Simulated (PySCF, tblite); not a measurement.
**C2H7FO3Si2: geometry, infrared bands and NMR shifts**

Aim: predict the infrared bands and NMR shifts of C2H7FO3Si2 (`CO[C@@H]1O[Si@H](F)O[SiH2]1`).

Programs: tblite 0.8.0 and PySCF 2.14.0, with density-fitted response routines of our own. Each step states its level of theory. These are calculated values for one molecule in the gas phase, unless marked as measured. Atoms are numbered from 0 throughout.

### 1 The starting structure

15 atoms, charge 0, multiplicity 1; geometry from: force field or distance geometry start.

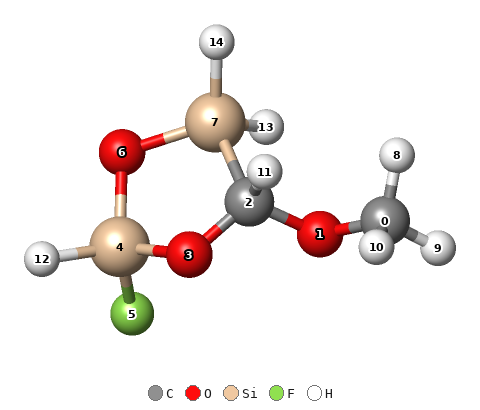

The starting geometry (carbon grey, oxygen red, silicon light orange, fluorine green, hydrogen white), atoms numbered.

### 2 Relaxing the molecule with GFN2-xTB

What the job is given:

```
{"job": {"kind": "relax", "xc": "GFN2-xTB", "basis": "xTB"}, "charge": 0, "multiplicity": 1}
C     -2.316600    -0.735500    -0.053600
O     -0.974900    -0.893900     0.095100
C     -0.200000     0.163500    -0.369800
O      0.701800    -0.140800    -1.346000
Si     2.271200    -0.175800    -0.671600
F      2.768200    -1.721000    -0.229500
O      2.305200     0.876300     0.662100
Si     0.650400     0.977300     1.066700
H     -2.690200     0.176500     0.490700
H     -2.816800    -1.644200     0.399400
H     -2.572300    -0.626800    -1.118300
H     -0.915500     0.919200    -0.780500
H      3.170400     0.367400    -1.707900
H      0.426200     0.106500     2.237500
H      0.188600     2.359100     1.303700
```

Started as:

```sh
$ OMP_NUM_THREADS=1 python probes_run.py task.json out
```

One launch serves the whole session: the jobs run in the order shown.

Standard output:

```text
step      E/eV     max force
  0    -773.11001    3.002
  1    -773.59919    2.091
  2    -773.83598    0.854
  3    -773.88656    0.761
  4    -773.93936    0.456
  5    -773.96258    0.447
  6    -773.98295    0.341
  7    -773.99343    0.283
  8    -774.00383    0.266
  9    -774.01334    0.259
 10    -774.02229    0.215
 11    -774.02962    0.202
 12    -774.03575    0.177
 13    -774.04104    0.200
 14    -774.04543    0.162
 15    -774.04919    0.191
 16    -774.05273    0.160
 17    -774.05606    0.138
 18    -774.05909    0.138
 19    -774.06154    0.123
 20    -774.06337    0.116
 21    -774.06496    0.094
 22    -774.06676    0.111
 23    -774.06911    0.126
 24    -774.07216    0.169
 25    -774.07549    0.155
 26    -774.07841    0.165
 27    -774.08112    0.173
 28    -774.08448    0.198
 29    -774.08853    0.237
 30    -774.09219    0.194
 31    -774.09472    0.132
 32    -774.09643    0.122
 33    -774.09821    0.113
 34    -774.10075    0.134
 35    -774.10375    0.157
 36    -774.10648    0.156
 37    -774.10877    0.149
 38    -774.11074    0.174
 39    -774.11352    0.153
 40    -774.11773    0.204
 41    -774.12484    0.218
 42    -774.12837    0.174
 43    -774.13293    0.197
 44    -774.13811    0.238
 45    -774.14196    0.321
 46    -774.15109    0.312
 47    -774.15885    0.204
 48    -774.16697    0.218
 49    -774.17108    0.217
 50    -774.17969    0.255
 51    -774.18680    0.235
 52    -774.19189    0.190
 53    -774.19544    0.192
 54    -774.19883    0.172
 55    -774.20549    0.150
 56    -774.21026    0.161
 57    -774.21746    0.152
 58    -774.22336    0.177
 59    -774.23046    0.214
 60    -774.23868    0.233
 61    -774.24703    0.157
 62    -774.25285    0.156
 63    -774.25706    0.171
 64    -774.26047    0.184
 65    -774.26346    0.166
 66    -774.26640    0.194
 67    -774.26751    0.138
 68    -774.27058    0.104
 69    -774.27206    0.119
 70    -774.27376    0.110
 71    -774.27536    0.089
 72    -774.27713    0.082
 73    -774.27835    0.072
 74    -774.27907    0.055
 75    -774.27973    0.056
 76    -774.28040    0.070
 77    -774.28097    0.070
 78    -774.28162    0.074
 79    -774.28254    0.063
 80    -774.28382    0.094
 81    -774.28538    0.100
 82    -774.28688    0.082
 83    -774.28802    0.076
 84    -774.28921    0.091
 85    -774.29049    0.097
 86    -774.29225    0.082
 87    -774.29348    0.085
 88    -774.29424    0.066
 89    -774.29500    0.074
 90    -774.29581    0.073
 91    -774.29652    0.045
 92    -774.29697    0.045
 93    -774.29722    0.049
 94    -774.29743    0.046
 95    -774.29773    0.041
 96    -774.29817    0.041
 97    -774.29866    0.052
 98    -774.29896    0.036
 99    -774.29912    0.033
100    -774.29921    0.022
101    -774.29931    0.018
102    -774.29939    0.018
103    -774.29947    0.017
104    -774.29952    0.019
105    -774.29958    0.020
106    -774.29967    0.025
107    -774.29978    0.024
108    -774.29987    0.018
109    -774.29992    0.018
110    -774.29994    0.014
111    -774.29995    0.009
```

It took 0.9 s on 1 thread of Arm Neoverse V1, shared host; peak memory 0.17 GiB.

Step by step: (not every step is listed)

| step | energy from step 0 (eV) | largest force (eV/Å) |
| --- | --- | --- |
| 0 | 0.0000 | 3.0017 |
| 1 | -0.4892 | 2.0913 |
| 2 | -0.7260 | 0.8540 |
| 3 | -0.7766 | 0.7612 |
| 4 | -0.8293 | 0.4557 |
| 5 | -0.8526 | 0.4472 |
| 6 | -0.8729 | 0.3410 |
| 7 | -0.8834 | 0.2834 |
| 8 | -0.8938 | 0.2662 |
| 17 | -0.9461 | 0.1382 |
| 26 | -0.9684 | 0.1654 |
| 35 | -0.9937 | 0.1573 |
| 44 | -1.0281 | 0.2376 |
| 53 | -1.0854 | 0.1923 |
| 62 | -1.1428 | 0.1563 |
| 71 | -1.1653 | 0.0893 |
| 80 | -1.1738 | 0.0944 |
| 89 | -1.1850 | 0.0739 |
| 98 | -1.1889 | 0.0362 |
| 106 | -1.1897 | 0.0246 |
| 107 | -1.1898 | 0.0241 |
| 108 | -1.1899 | 0.0185 |
| 109 | -1.1899 | 0.0181 |
| 110 | -1.1899 | 0.0136 |
| 111 | -1.1899 | 0.0092 |

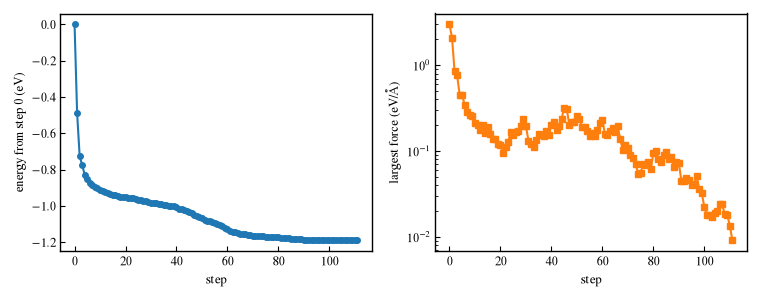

Energy and largest force along the relaxation.

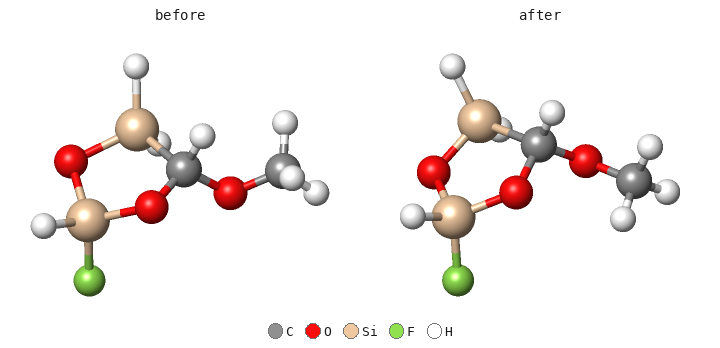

The geometry before (left) and after (right).

Close pairs (by a distance rule), those that changed most:

| bond | before (Å) | after (Å) | change (Å) |
| --- | --- | --- | --- |
| O3–Si4 | 1.709 | 1.612 | -0.096 |
| Si4–F5 | 1.682 | 1.596 | -0.087 |
| C2–Si7 | 1.857 | 1.934 | +0.076 |
| O6–Si7 | 1.707 | 1.632 | -0.075 |
| Si4–O6 | 1.699 | 1.635 | -0.064 |
| C2–O3 | 1.363 | 1.427 | +0.064 |
| C0–O1 | 1.359 | 1.415 | +0.056 |
| C0–H9 | 1.132 | 1.088 | -0.044 |

The end geometry stands in the next job.

### 3 Harmonic vibrations with GFN2-xTB

What the job is given:

```
{"job": {"kind": "ir", "xc": "GFN2-xTB", "basis": "xTB"}, "charge": 0, "multiplicity": 1}
C     -2.202008    -0.959562    -0.257505
O     -1.216284    -0.407090     0.594499
C     -0.388730     0.529817    -0.005757
O      0.378825    -0.061090    -1.054185
Si     1.968059    -0.219215    -0.832922
F      2.389707    -1.753455    -0.712196
O      2.191471     0.490691     0.622480
Si     0.862148     1.081709     1.361550
H     -2.864467    -0.172904    -0.637433
H     -2.769868    -1.663142     0.347123
H     -1.741201    -1.479772    -1.100730
H     -0.988892     1.315540    -0.493486
H      2.741744     0.438649    -1.847801
H      0.618218     0.337916     2.581474
H      1.016863     2.529897     1.412978
```

Standard output:

```text
mode    cm-1     km/mol
  1      44.5      1.04
  2      90.2      2.41
  3     120.9      4.94
  4     168.5      3.95
  5     187.4      7.06
  6     202.0      6.29
  7     277.6     36.64
  8     323.9      8.87
  9     400.2     29.06
 10     434.1     33.10
 11     492.7     39.55
 12     554.6      4.03
 13     577.5     92.43
 14     593.5     55.38
 15     640.7     66.99
 16     672.4     99.83
 17     727.1     34.20
 18     742.9    267.07
 19     788.3    203.57
 20     847.9    202.08
 21     900.3    126.83
 22     913.0    110.26
 23     982.3    160.43
 24    1016.3    583.86
 25    1106.2     70.54
 26    1128.7      7.16
 27    1148.5      5.04
 28    1238.6     31.75
 29    1323.9      1.87
 30    1391.2      0.35
 31    1459.0      4.70
 32    1481.1      4.41
 33    2314.8    294.56
 34    2386.8    231.87
 35    2511.0    209.46
 36    2820.5     89.08
 37    2916.7     49.22
 38    2965.5     24.44
 39    3030.0     17.82
```

Run time: 0.58 s. Hardware: 1 thread of Arm Neoverse V1, shared host; peak memory 0.17 GiB.

Which atoms move in the most intense modes:

```csv
cm⁻¹,km/mol,atoms
743,267.1,"H14 38 %, H13 28 %, Si7 13 %"
788,203.6,"O6 21 %, Si7 20 %, H13 11 %, H14 10 %"
848,202.1,"Si4 28 %, F5 19 %, O3 16 %, O6 10 %"
982,160.4,"C2 28 %, C0 23 %, O1 18 %, H9 15 %"
1016,583.9,"O3 29 %, C2 19 %, O6 17 %, O1 10 %"
2315,294.6,H14 97 %
2387,231.9,H13 97 %
2511,209.5,H12 97 %
```

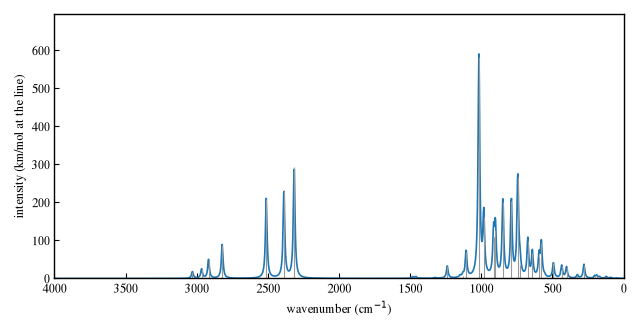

The infrared spectrum from these modes, unscaled. Lines are broadened to a width of 14 cm⁻¹ (Lorentzian).

### 4 Nuclear shieldings: PBE0/pcSseg-1

Settings changed since step 3:

```diff
@@ -1,2 +1,2 @@
-{"job": {"kind": "ir", "xc": "GFN2-xTB", "basis": "xTB"}, "charge": 0, "multiplicity": 1}
+{"job": {"kind": "nmr", "xc": "PBE0", "basis": "pcSseg-1"}, "charge": 0, "multiplicity": 1}
 C     -2.202008    -0.959562    -0.257505
```

With the program's defaults for keys left out, this is: GIAO PBE0/pcSseg-1 NMR shielding, non-relativistic, gas phase.

Standard output:

```text
coarse grid: 14104 points
cycle   1  E = -984.0536340322  dE =  1.283e+00  |g| = 1.136e+00  |ddm| = 3.619e+00
cycle   2  E = -983.7744243450  dE =  2.792e-01  |g| = 1.697e+00  |ddm| = 1.917e+00
cycle   3  E = -984.2704442467  dE = -4.960e-01  |g| = 9.469e-02  |ddm| = 1.265e+00
cycle   4  E = -984.2713626640  dE = -9.184e-04  |g| = 6.855e-02  |ddm| = 1.110e-01
cycle   5  E = -984.2721375436  dE = -7.749e-04  |g| = 1.147e-02  |ddm| = 4.826e-02
cycle   6  E = -984.2721581145  dE = -2.057e-05  |g| = 3.170e-03  |ddm| = 9.450e-03
cycle   7  E = -984.2721599136  dE = -1.799e-06  |g| = 9.818e-04  |ddm| = 2.671e-03
final grid: 129104 points
cycle   8  E = -984.3558303798  dE = -1.753e-05  |g| = 1.408e-02  |ddm| = 2.032e-02
cycle   9  E = -984.3557933740  dE =  3.701e-05  |g| = 2.039e-02  |ddm| = 1.874e-02
cycle  10  E = -984.3558640866  dE = -7.071e-05  |g| = 1.061e-03  |ddm| = 1.155e-02
cycle  11  E = -984.3558643186  dE = -2.320e-07  |g| = 1.845e-04  |ddm| = 8.694e-04
cycle  12  E = -984.3558643233  dE = -4.693e-09  |g| = 9.121e-05  |ddm| = 1.638e-04
cycle  13  E = -984.3558643246  dE = -1.335e-09  |g| = 2.195e-05  |ddm| = 7.407e-05
cycle  14  E = -984.3558643247  dE = -9.254e-11  |g| = 4.770e-06  |ddm| = 1.936e-05
converged SCF energy = -984.3558643247

GIAO shielding tensors (ppm)
atom      isotropic    diamagn.    paramagn.     s11        s22        s33       span
  0 C      127.884     245.346    -117.463     89.457    111.144    183.050     93.593
  1 O      259.851     398.942    -139.091    187.900    283.231    308.423    120.523
  2 C       84.258     248.238    -163.980     58.617     86.374    107.782     49.164
  3 O      226.097     399.637    -173.540    168.272    209.353    300.667    132.395
  4 Si     393.837     881.689    -487.852    368.531    401.224    411.755     43.224
  5 F      309.058     468.442    -159.385    256.446    272.641    398.087    141.641
  6 O      270.457     398.535    -128.078    207.907    277.365    326.099    118.192
  7 Si     363.547     880.724    -517.177    331.553    360.703    398.386     66.833
  8 H       28.633      29.244      -0.612     24.987     26.209     34.702      9.715
  9 H       27.900      28.897      -0.997     23.865     25.673     34.162     10.297
 10 H       27.491      30.308      -2.817     22.700     26.707     33.067     10.367
 11 H       26.426      32.010      -5.585     22.356     26.491     30.431      8.075
 12 H       27.251      29.126      -1.875     23.487     23.749     34.516     11.029
 13 H       26.849      29.852      -3.003     23.812     24.786     31.949      8.137
 14 H       26.703      29.060      -2.356     23.084     24.329     32.697      9.613
```

It took 29 s on 1 thread of Arm Neoverse V1, shared host; peak memory 0.95 GiB.

Shifts follow as δ = σ(reference) − σ, with reference shieldings (ppm) from runs at the same level and on the same kind of geometry: 1H TMS 31.72, 13C TMS 186.9, 29Si TMS 349.2, 19F CFCl3 170.9, 17O H2O 336.1. The references are single molecules in the gas phase, so shifts against H2O, NH3, PH3, H3PO4 or CFCl3 are not on the usual liquid scales and can be off by tens of ppm. Atoms listed in one row are averaged.

```
      atoms                                                   environment  σ (ppm)  δ (ppm)  δ scaled to CDCl3
         C2                                sp3 carbon bearing two oxygens     84.3    102.7               98.3
         C0                                     methyl carbon bonded to O    127.9     59.0               55.7
        H11                 hydrogen on an sp3 carbon bearing two oxygens    26.43     5.29               5.09
        H14    hydrogen on a silicon bonded to C, O, in a 5-membered ring    26.70     5.01                  –
        H13    hydrogen on a silicon bonded to C, O, in a 5-membered ring    26.85     4.87                  –
        H12  hydrogen on a silicon bonded to F, 2 O, in a 5-membered ring    27.25     4.47                  –
H8, H9, H10                       hydrogen on a methyl carbon bonded to O    28.01     3.71               3.60
         O3                  oxygen bonded to C, Si, in a 5-membered ring    226.1    110.0                  –
         O1                                                  ether oxygen    259.9     76.2                  –
         O6                   oxygen bonded to 2 Si, in a 5-membered ring    270.5     65.6                  –
        Si7             silicon bonded to C, O, 2 H, in a 5-membered ring    363.5    -14.4                  –
        Si4             silicon bonded to F, 2 O, H, in a 5-membered ring    393.8    -44.7                  –
         F5                                         fluorine bonded to Si    309.1   -138.1                  –
```

The scaled column applies a straight-line fit of computed shieldings to shifts measured in CDCl3, and one for carbons that bear F (root-mean-square error 0.16 ppm for H, 1.9 ppm for C).

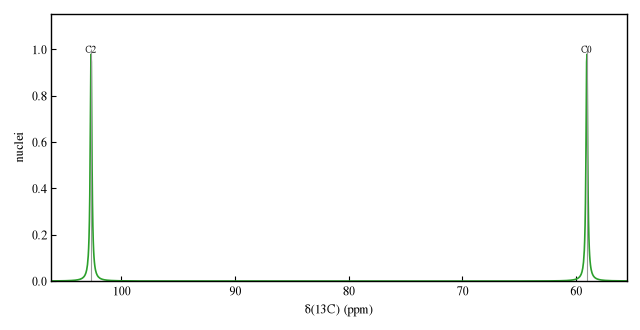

13C lines at the computed shifts, without couplings. Lines are broadened to a width of 0.17 ppm (Lorentzian).

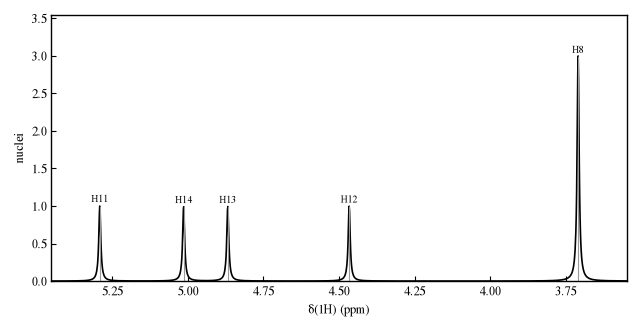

1H lines at the computed shifts, without couplings. Lines are broadened to a width of 0.01 ppm (Lorentzian).

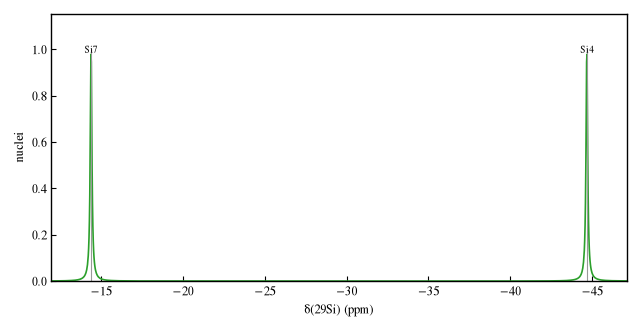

29Si lines at the computed shifts, without couplings. Lines are broadened to a width of 0.12 ppm (Lorentzian).

Charges from the same density, by scheme (e):

| atoms | Mulliken | IAO | Hirshfeld | ESP fit |
| --- | --- | --- | --- | --- |
| C0 | -0.03 | -0.21 | -0.04 | -0.16 |
| O1 | -0.51 | -0.38 | -0.14 | -0.26 |
| C2 | 0.08 | -0.01 | 0.02 | -0.02 |
| O3 | -0.62 | -0.66 | -0.24 | -0.43 |
| Si4 | 1.22 | 1.55 | 0.53 | 0.96 |
| F5 | -0.40 | -0.52 | -0.20 | -0.30 |
| O6 | -0.72 | -0.89 | -0.32 | -0.53 |
| Si7 | 0.88 | 1.00 | 0.42 | 0.66 |

Hirshfeld charges:

C0 -0.04; O1 -0.14; C2 0.02; O3 -0.24; Si4 0.53; F5 -0.20; O6 -0.32; Si7 0.42; H8 0.04; H9 0.05; H10 0.04; H11 0.03; H12 -0.06; H13 -0.06; H14 -0.07

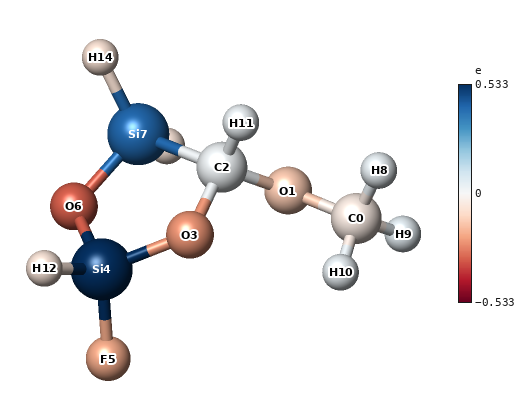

Hirshfeld charges, as colours on the atoms.

Mayer bond orders: C0–O1 0.91, O1–C2 0.96, C2–O3 0.85, O3–Si4 1.01, Si4–F5 0.98, Si4–O6 0.96, O6–Si7 0.94, Si7–C2 0.83.

Ring of atoms C2, O3, Si4, O6, Si7: NICS(0) -5.8, NICS(1) -2.5, NICS(1)zz -2.4 ppm (means of both faces).

### 5 Outcome

```
                                                              quantity                             value
                             strongest single infrared mode (GFN2-xTB)             1016 cm⁻¹, 584 km/mol
                                          zero-point energy (GFN2-xTB)                     59.9 kcal/mol
                                13C shifts against TMS (PBE0/pcSseg-1)                   102.7, 59.0 ppm
1H shifts against TMS (PBE0/pcSseg-1, means over atoms taken as alike)  5.29, 5.01, 4.87, 4.47, 3.71 ppm
                                17O shifts against H2O (PBE0/pcSseg-1)             110.0, 76.2, 65.6 ppm
                               29Si shifts against TMS (PBE0/pcSseg-1)                  -14.4, -44.7 ppm
                              19F shifts against CFCl3 (PBE0/pcSseg-1)                        -138.1 ppm
```

The optimisation took 111 steps and gained 1.190 eV; among the close pairs (by a distance rule), O3–Si4 changed most, from 1.709 to 1.612 Å. All 39 modes are real, so the xTB geometry is a minimum. The strongest single mode, at 1016 cm⁻¹, is carried by O3, C2, O6, O1. Unscaled tight-binding wavenumbers are off by several per cent, some by more. Its intensities can rank the bands wrongly. The most deshielded hydrogen is H11 (hydrogen on an sp3 carbon bearing two oxygens), at 5.29 ppm: its carbon carries O, which withdraws density. At PBE0/pcSseg-1: The widest tensor belongs to F5: span 142 ppm, with a paramagnetic part of -159 ppm.
